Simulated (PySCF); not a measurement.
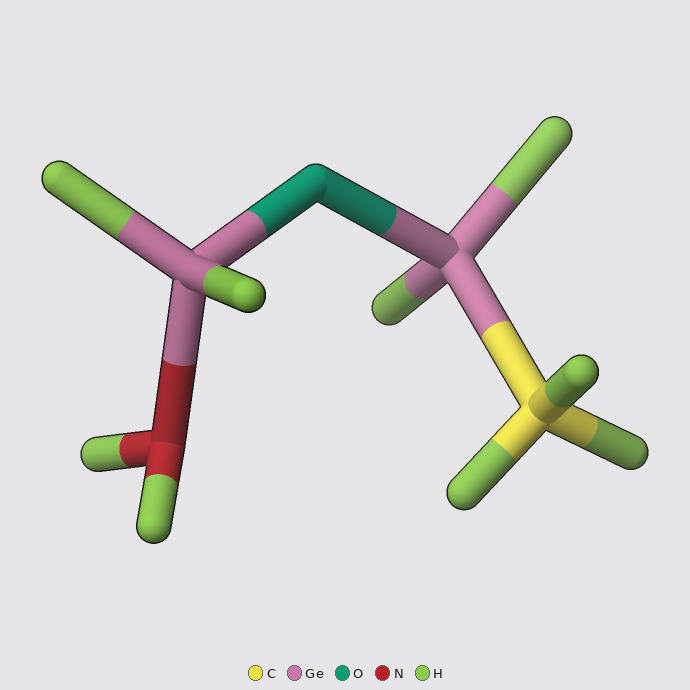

The computed structure is the end point of a PBE0-D3(BJ)/def2-SVP optimisation. No frequency run is at hand to confirm it as a minimum.

Give the structural formula.

SMILES: [CH3][GeH2][O][GeH2][NH2]

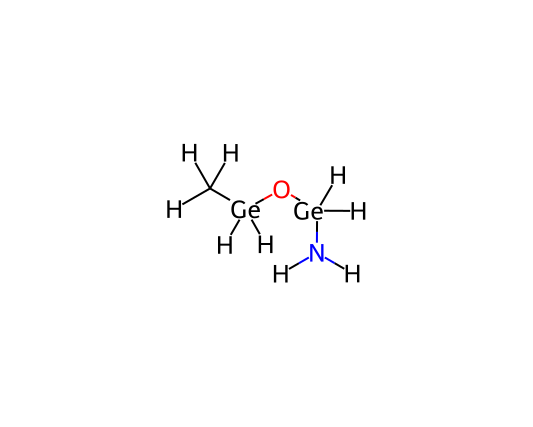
